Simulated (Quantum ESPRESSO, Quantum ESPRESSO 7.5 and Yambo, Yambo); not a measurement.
**GaP (F-43m): G0W0 with Yambo, start to end**

Aim: the G0W0 gap of GaP (F-43m) on PBE, step by step.

Program: Quantum ESPRESSO 7.5 and Yambo 5.3.0. Level of theory: PBE and many-body steps on it, plane waves. Results are calculated unless marked as measured.

**What was measured.**

- Gap 2.25 ± 0.04 eV: optical gap from Tauc plot (fundamental, indirect); spectroscopic ellipsometry, Tauc-Lorentz fit and Tauc plot; 300 K; film (GaP layer on Si reference sample) on Si (“Assessment of GaPSb/Si tandem material association properties for photoelectrochemical cells”, 2020, arxiv:2002.02774).

## Step 1: The starting structure

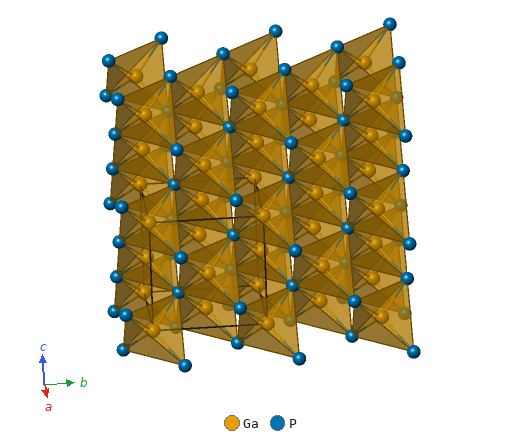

The starting structure, seen slightly off an axis (gallium orange, phosphorus blue). 1×2×2 cells are drawn. This picture shows the conventional cell, with its axes. Some periodic images of atoms are drawn too.

The cell and positions come from the Crystallography Open Database and are kept as given unless a step says otherwise.

## Step 2: Ground state

This step: Quantum ESPRESSO 7.5; DFT, PBE, plane waves, norm-conserving pseudopotentials.

The ground-state density comes first.

Input file pw.in:

```
&control
  calculation = 'scf'
  prefix = 'x'
  outdir = 'o'
  pseudo_dir = 'pseudo'
/
&system
  ibrav = 0
  nat = 2
  ntyp = 2
  ecutwfc = 104.0
  nbnd = 18
  force_symmorphic = .true.
/
&electrons
  conv_thr = 1e-10
  electron_maxstep = 80
  mixing_beta = 0.5
/
ATOMIC_SPECIES
  Ga 69.723 Ga.upf
  P 30.974 P.upf
CELL_PARAMETERS angstrom
  0.0000000000 2.7252500000 2.7252500000
  2.7252500000 0.0000000000 2.7252500000
  2.7252500000 2.7252500000 0.0000000000
ATOMIC_POSITIONS crystal
  Ga 0.0000000000 0.0000000000 0.0000000000
  P 0.2500000000 0.2500000000 0.2500000000
K_POINTS automatic
  6 6 6 0 0 0
```

Launch:

```sh
$ OMP_NUM_THREADS=1 mpirun -n 4 pw.x -nk 4 -in pw.in > pw.out
```

The program printed:

```text
Program PWSCF v.7.5 starts

     This program is part of the open-source Quantum ESPRESSO suite
     for quantum simulation of materials; please cite
         "P. Giannozzi et al., J. Phys.:Condens. Matter 21 395502 (2009);
         "P. Giannozzi et al., J. Phys.:Condens. Matter 29 465901 (2017);
         "P. Giannozzi et al., J. Chem. Phys. 152 154105 (2020);
     in publications or presentations arising from this work. More details at
     Message from routine setup:
     using ibrav=0 with symmetry is DISCOURAGED, use correct ibrav instead

     G-vector sticks info

     bravais-lattice index     =            0
     lattice parameter (alat)  =       7.2832  a.u.
     unit-cell volume          =     273.1780 (a.u.)^3
     number of atoms/cell      =            2
     number of atomic types    =            2
     number of electrons       =        26.00
     number of Kohn-Sham states=           18
     kinetic-energy cutoff     =     104.0000  Ry
     charge density cutoff     =     416.0000  Ry
     scf convergence threshold =      1.0E-10
     mixing beta               =       0.5000
     number of iterations used =            8  plain     mixing
     Exchange-correlation= PBE
                           (   1   4   3   4   0   0   0)

     celldm(1)=   7.283166  celldm(2)=   0.000000  celldm(3)=   0.000000
     celldm(4)=   0.000000  celldm(5)=   0.000000  celldm(6)=   0.000000

     crystal axes: (cart. coord. in units of alat)
               a(1) = (   0.000000   0.707107   0.707107 )
               a(2) = (   0.707107   0.000000   0.707107 )
               a(3) = (   0.707107   0.707107   0.000000 )

     reciprocal axes: (cart. coord. in units 2 pi/alat)
               b(1) = ( -0.707107  0.707107  0.707107 )
               b(2) = (  0.707107 -0.707107  0.707107 )
               b(3) = (  0.707107  0.707107 -0.707107 )
     Pseudo is Norm-conserving + core correction, Zval = 21.0
     Generated using ONCVPSP code by D. R. Hamann
     Using radial grid of 1902 points,  6 beta functions with:
     Pseudo is Norm-conserving + core correction, Zval =  5.0
     Generated using ONCVPSP code by D. R. Hamann
     Using radial grid of 1298 points,  6 beta functions with:
     Ga               21.00    69.72300     Ga( 1.00)
     P                 5.00    30.97400     P ( 1.00)

     24 Sym. Ops. (no inversion) found

   Cartesian axes

     site n.     atom                  positions (alat units)
         1        Ga     tau(   1) = (   0.0000000   0.0000000   0.0000000  )
         2        P      tau(   2) = (   0.3535534   0.3535534   0.3535534  )

     number of k points=    16
                       cart. coord. in units 2pi/alat
        k(    1) = (   0.0000000   0.0000000   0.0000000), wk =   0.0092593
        k(    2) = (   0.1178511   0.1178511  -0.1178511), wk =   0.0740741
        k(    3) = (   0.2357023   0.2357023  -0.2357023), wk =   0.0740741
        k(    4) = (  -0.3535534  -0.3535534   0.3535534), wk =   0.0370370
        k(    5) = (   0.2357023   0.0000000  -0.0000000), wk =   0.0555556
        k(    6) = (   0.3535534   0.1178511  -0.1178511), wk =   0.2222222
        k(    7) = (  -0.2357023  -0.4714045   0.4714045), wk =   0.2222222
        k(    8) = (  -0.1178511  -0.3535534   0.3535534), wk =   0.2222222
        k(    9) = (   0.0000000  -0.2357023   0.2357023), wk =   0.1111111
        k(   10) = (   0.4714045   0.0000000  -0.0000000), wk =   0.0555556
     [... 4 further rows ...]
        k(   15) = (  -0.1178511  -0.3535534   0.5892557), wk =   0.2222222
        k(   16) = (  -0.7071068   0.2357023   0.0000000), wk =   0.1111111

     Dense  grid:    39189 G-vectors     FFT dimensions: (  48,  48,  48)

     Initial potential from superposition of free atoms

     starting charge      25.9972, renormalised to      26.0000
     Starting wfcs are   17 randomized atomic wfcs +    1 random wfcs

     per-process dynamical memory:    33.3 Mb

     Self-consistent Calculation

     iteration #  1     ecut=   104.00 Ry     beta= 0.50

     Threshold (ethr) on eigenvalues was too large:
     Diagonalizing with lowered threshold

     total energy              =    -510.55466090 Ry
     estimated scf accuracy    <       0.07627260 Ry

     iteration #  2     ecut=   104.00 Ry     beta= 0.50

     total energy              =    -510.56714681 Ry
     estimated scf accuracy    <       0.00763678 Ry

     iteration #  3     ecut=   104.00 Ry     beta= 0.50

     total energy              =    -510.56757512 Ry
     estimated scf accuracy    <       0.00140378 Ry

     iteration #  4     ecut=   104.00 Ry     beta= 0.50

     total energy              =    -510.56761405 Ry
     estimated scf accuracy    <       0.00002115 Ry

     iteration #  5     ecut=   104.00 Ry     beta= 0.50

     total energy              =    -510.56761898 Ry
     estimated scf accuracy    <       0.00000133 Ry

     iteration #  6     ecut=   104.00 Ry     beta= 0.50

     total energy              =    -510.56761937 Ry
     estimated scf accuracy    <       0.00000011 Ry

     iteration #  7     ecut=   104.00 Ry     beta= 0.50

     total energy              =    -510.56761939 Ry
     estimated scf accuracy    <       0.00000001 Ry

     iteration #  8     ecut=   104.00 Ry     beta= 0.50

     total energy              =    -510.56761940 Ry
     estimated scf accuracy    <          1.1E-09 Ry

     iteration #  9     ecut=   104.00 Ry     beta= 0.50

     total energy              =    -510.56761940 Ry
     estimated scf accuracy    <          1.7E-10 Ry

     iteration # 10     ecut=   104.00 Ry     beta= 0.50

     End of self-consistent calculation

          k = 0.0000 0.0000 0.0000 (  4909 PWs)   bands (ev):

  -135.1871 -85.9118 -85.9118 -85.9118  -6.3350  -6.3350  -6.3350  -6.2380
    -6.2380  -4.2883   8.2046   8.2046   8.2046  10.0222  12.0913  12.0913
    12.0913  17.0191

          k = 0.1179 0.1179-0.1179 (  4894 PWs)   bands (ev):

  -135.1871 -85.9119 -85.9119 -85.9117  -6.3581  -6.3272  -6.3272  -6.2375
    -6.2375  -3.9320   5.8169   7.8340   7.8340  10.6145  12.6393  12.6393
    13.2293  17.1338

          k = 0.2357 0.2357-0.2357 (  4879 PWs)   bands (ev):

  -135.1871 -85.9118 -85.9118 -85.9117  -6.3986  -6.3147  -6.3147  -6.2336
    -6.2336  -2.9849   2.9975   7.2984   7.2984  10.1008  13.0159  13.0159
    15.7999  17.8125

          k =-0.3536-0.3536 0.3536 (  4910 PWs)   bands (ev):

     [... further k-points ...]

     highest occupied, lowest unoccupied level (ev):     8.2046    9.8577

!    total energy              =    -510.56761940 Ry
     estimated scf accuracy    <          3.7E-12 Ry

     The total energy is the sum of the following terms:
     one-electron contribution =    -463.64771317 Ry
     hartree contribution      =     232.70753897 Ry
     xc contribution           =     -55.84463281 Ry
     ewald contribution        =    -223.78281239 Ry

     convergence has been achieved in  10 iterations

     XML data file, charge density, pseudopotentials, collected wavefunctions

=------------------------------------------------------------------------------=
   JOB DONE.
=------------------------------------------------------------------------------=
```

The job ended after 7.6 s (4 MPI ranks of Arm Neoverse V1, shared host; peak memory 0.29 GiB).

This step gave:

* total energy: -6946.6263 eV
* gap: 1.653 eV
* k of the valence top: 0, 0, 0
* k of the conduction bottom: 0, -0.5, -0.5
* least direct gap: 1.818 eV

The gap is indirect, with the least direct gap 0.16 eV higher.

## Step 3: Bands along the symmetry lines

Levels along a band path, at the cheap level, show where the edges lie and whether the meshes to come will hold them.

Input file pw.in:

```
&control
  calculation = 'bands'
  prefix = 'x'
  outdir = 'o'
  pseudo_dir = 'pseudo'
/
&system
  ibrav = 0
  nat = 2
  ntyp = 2
  ecutwfc = 104.0
  nbnd = 19
  force_symmorphic = .true.
/
&electrons
  conv_thr = 1e-9
  electron_maxstep = 80
  diago_full_acc = .true.
  diago_thr_init = 5e-6
/
ATOMIC_SPECIES
  Ga 69.723 Ga.upf
  P 30.974 P.upf
CELL_PARAMETERS angstrom
  0.0000000000 2.7252500000 2.7252500000
  2.7252500000 0.0000000000 2.7252500000
  2.7252500000 2.7252500000 0.0000000000
ATOMIC_POSITIONS crystal
  Ga 0.0000000000 0.0000000000 0.0000000000
  P 0.2500000000 0.2500000000 0.2500000000
K_POINTS crystal
  50
  0.00000000 0.00000000 0.00000000 1
  -0.06250000 -0.06250000 0.00000000 1
  -0.12500000 -0.12500000 0.00000000 1
  -0.18750000 -0.18750000 0.00000000 1
  -0.25000000 -0.25000000 0.00000000 1
  -0.31250000 -0.31250000 0.00000000 1
  -0.37500000 -0.37500000 0.00000000 1
  -0.43750000 -0.43750000 0.00000000 1
  -0.50000000 -0.50000000 0.00000000 1
  -0.48437500 -0.48437500 0.03125000 1
  -0.46875000 -0.46875000 0.06250000 1
  -0.45312500 -0.45312500 0.09375000 1
  -0.43750000 -0.43750000 0.12500000 1
  -0.42187500 -0.42187500 0.15625000 1
  -0.40625000 -0.40625000 0.18750000 1
  -0.39062500 -0.39062500 0.21875000 1
  -0.37500000 -0.37500000 0.25000000 1
  -0.37500000 0.00000000 0.37500000 1
  -0.32812500 0.00000000 0.32812500 1
  -0.28125000 0.00000000 0.28125000 1
  -0.23437500 0.00000000 0.23437500 1
  -0.18750000 0.00000000 0.18750000 1
  -0.14062500 0.00000000 0.14062500 1
  -0.09375000 0.00000000 0.09375000 1
  -0.04687500 0.00000000 0.04687500 1
  0.00000000 0.00000000 0.00000000 1
  0.00000000 0.00000000 0.06250000 1
  0.00000000 0.00000000 0.12500000 1
  0.00000000 0.00000000 0.18750000 1
  0.00000000 0.00000000 0.25000000 1
  0.00000000 0.00000000 0.31250000 1
  0.00000000 0.00000000 0.37500000 1
  0.00000000 0.00000000 0.43750000 1
  -0.00000000 -0.00000000 0.50000000 1
  -0.06250000 -0.03125000 0.46875000 1
  -0.12500000 -0.06250000 0.43750000 1
  -0.18750000 -0.09375000 0.40625000 1
  -0.25000000 -0.12500000 0.37500000 1
  -0.31250000 -0.15625000 0.34375000 1
  -0.37500000 -0.18750000 0.31250000 1
  -0.43750000 -0.21875000 0.28125000 1
  -0.50000000 -0.25000000 0.25000000 1
  -0.50000000 -0.28125000 0.21875000 1
  -0.50000000 -0.31250000 0.18750000 1
  -0.50000000 -0.34375000 0.15625000 1
  -0.50000000 -0.37500000 0.12500000 1
  -0.50000000 -0.40625000 0.09375000 1
  -0.50000000 -0.43750000 0.06250000 1
  -0.50000000 -0.46875000 0.03125000 1
  -0.50000000 -0.50000000 0.00000000 1
```

The program printed:

```text
[banner, memory and clock lines left out]
Program PWSCF v.7.5 starts

     Atomic positions and unit cell read from directory:
     o/x.save/

     Message from routine setup:
     using ibrav=0 with symmetry is DISCOURAGED, use correct ibrav instead

     G-vector sticks info

     bravais-lattice index     =            0
     lattice parameter (alat)  =       7.2832  a.u.
     unit-cell volume          =     273.1780 (a.u.)^3
     number of atoms/cell      =            2
     number of atomic types    =            2
     number of electrons       =        26.00
     number of Kohn-Sham states=           19
     kinetic-energy cutoff     =     104.0000  Ry
     charge density cutoff     =     416.0000  Ry
     Exchange-correlation= PBE
                           (   1   4   3   4   0   0   0)

     celldm(1)=   7.283166  celldm(2)=   0.000000  celldm(3)=   0.000000
     celldm(4)=   0.000000  celldm(5)=   0.000000  celldm(6)=   0.000000

     crystal axes: (cart. coord. in units of alat)
               a(1) = (   0.000000   0.707107   0.707107 )
               a(2) = (   0.707107   0.000000   0.707107 )
               a(3) = (   0.707107   0.707107   0.000000 )

     reciprocal axes: (cart. coord. in units 2 pi/alat)
               b(1) = ( -0.707107  0.707107  0.707107 )
               b(2) = (  0.707107 -0.707107  0.707107 )
               b(3) = (  0.707107  0.707107 -0.707107 )
     Pseudo is Norm-conserving + core correction, Zval = 21.0
     Generated using ONCVPSP code by D. R. Hamann
     Using radial grid of 1902 points,  6 beta functions with:
     Pseudo is Norm-conserving + core correction, Zval =  5.0
     Generated using ONCVPSP code by D. R. Hamann
     Using radial grid of 1298 points,  6 beta functions with:
     Ga               21.00    69.72300     Ga( 1.00)
     P                 5.00    30.97400     P ( 1.00)

     24 Sym. Ops. (no inversion) found

   Cartesian axes

     site n.     atom                  positions (alat units)
         1        Ga     tau(   1) = (   0.0000000   0.0000000   0.0000000  )
         2        P      tau(   2) = (   0.3535534   0.3535534   0.3535534  )

     number of k points=    50
                       cart. coord. in units 2pi/alat
        k(    1) = (   0.0000000   0.0000000   0.0000000), wk =   0.0400000
        k(    2) = (   0.0000000   0.0000000  -0.0883883), wk =   0.0400000
        k(    3) = (   0.0000000   0.0000000  -0.1767767), wk =   0.0400000
[...]
[... 38 further rows ...]
        k(   49) = (   0.0441942  -0.0000000  -0.7071068), wk =   0.0400000
        k(   50) = (   0.0000000   0.0000000  -0.7071068), wk =   0.0400000

     Dense  grid:    39189 G-vectors     FFT dimensions: (  48,  48,  48)

     The potential is recalculated from file :
     o/x.save/charge-density

     Starting wfcs are   17 randomized atomic wfcs +    2 random wfcs

     Band Structure Calculation

     End of band structure calculation

          k = 0.0000 0.0000 0.0000 (  4909 PWs)   bands (ev):

  -135.1871 -85.9119 -85.9119 -85.9119  -6.3350  -6.3350  -6.3350  -6.2380
    -6.2380  -4.2883   8.2046   8.2046   8.2046  10.0222  12.0913  12.0913
    12.0913  17.0191  17.9322

          k = 0.0000 0.0000-0.0884 (  4925 PWs)   bands (ev):

  -135.1871 -85.9120 -85.9120 -85.9119  -6.3414  -6.3328  -6.3328  -6.2389
[...]
12.3582  17.2971  17.4002

          k = 0.0000 0.0000-0.1768 (  4897 PWs)   bands (ev):

[...]
13.0343  16.2945  18.1743

          k =-0.0000 0.0000-0.2652 (  4905 PWs)   bands (ev):

[...]
k = 0.0000 0.0000-0.3536 (  4865 PWs)   bands (ev):

[...]
k = 0.0000-0.0000-0.4419 (  4897 PWs)   bands (ev):

[...]
k =-0.0000 0.0000-0.5303 (  4884 PWs)   bands (ev):

[...]
k = 0.0000-0.0000-0.6187 (  4888 PWs)   bands (ev):

[...]
k = 0.5303-0.0000-0.5303 (  4914 PWs)   bands (ev):

[...]
k = 0.0000 0.0000 0.0000 (  4909 PWs)   bands (ev):

[...]
k = 0.1326 0.0000-0.7071 (  4894 PWs)   bands (ev):

[...]
k = 0.0884-0.0000-0.7071 (  4884 PWs)   bands (ev):

[...]
k = 0.0442-0.0000-0.7071 (  4886 PWs)   bands (ev):

[...]
18.6220  19.4728  20.3724

          k = 0.0000 0.0000-0.7071 (  4880 PWs)   bands (ev):

  -135.1871 -85.9118 -85.9118 -85.9118  -6.4532  -6.2736  -6.2693  -6.2693
    -6.2157  -1.3230   1.4502   5.5220   5.5221   9.8577  10.0292  18.7819
    18.7820  19.3886  21.1020

     XML data file, pseudopotentials, collected wavefunctions
```

The job ended after 5.9 s (4 MPI ranks; peak memory 0.24 GiB; 23 s of CPU time).

Numbers from this step:

* gap: 1.594 eV
* k of the valence top: 0, 0, 0
* k of the conduction bottom: -0.4375, -0.4375, 0
* least direct gap: 1.818 eV

The gap is 1.594 eV, −0.059 eV from the run before at this level.

The electronic bands at the labelled points (eV, zero at the top of the highest filled band):

| point | band 10 | band 11 | band 12 | band 13 | band 14 | band 15 | band 16 | band 17 |
| --- | --- | --- | --- | --- | --- | --- | --- | --- |
| Γ | -12.49 | 0.00 | 0.00 | 0.00 | 1.82 | 3.89 | 3.89 | 3.89 |
| X | -9.53 | -6.75 | -2.68 | -2.68 | 1.65 | 1.82 | 10.58 | 10.58 |
| U | -9.56 | -6.55 | -3.94 | -2.25 | 2.19 | 4.80 | 8.23 | 8.26 |
| jump to K | -9.56 | -6.55 | -3.94 | -2.25 | 2.19 | 4.80 | 8.23 | 8.26 |
| Γ | -12.49 | 0.00 | 0.00 | 0.00 | 1.82 | 3.89 | 3.89 | 3.89 |
| L | -10.43 | -6.63 | -1.12 | -1.12 | 1.67 | 4.72 | 4.72 | 8.28 |
| W | -9.44 | -6.55 | -3.57 | -3.42 | 4.70 | 4.86 | 6.10 | 6.15 |
| X | -9.53 | -6.75 | -2.68 | -2.68 | 1.65 | 1.82 | 10.58 | 10.58 |

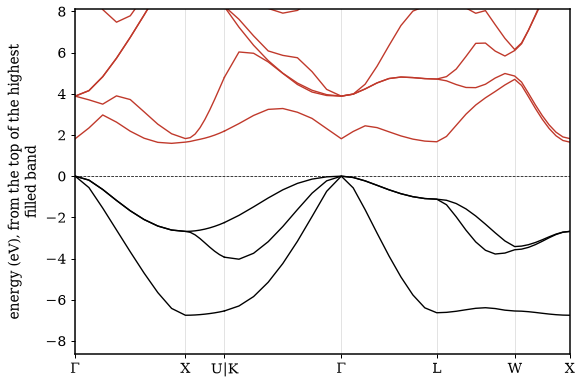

Electronic bands along the path; lines of filled and empty bands in two colours.

(Part 1 of 3 ends here.)

[Paths, hosts, dates, memory and timing lines, banners, echoed tables and standing remarks are left out of the program output.]

[Logs are printed without paths, hosts, clocks, repeated set-up lines and the standing remarks that a program may print on its own settings, such as how far it seeks lower states.]

[Runs of the session that timed out or met a known fault of the program may be left out.]

[Hosts, paths, dates, database ids (printed as entryN), source tags and the programs' standing remarks are cut or masked in the printed files.]
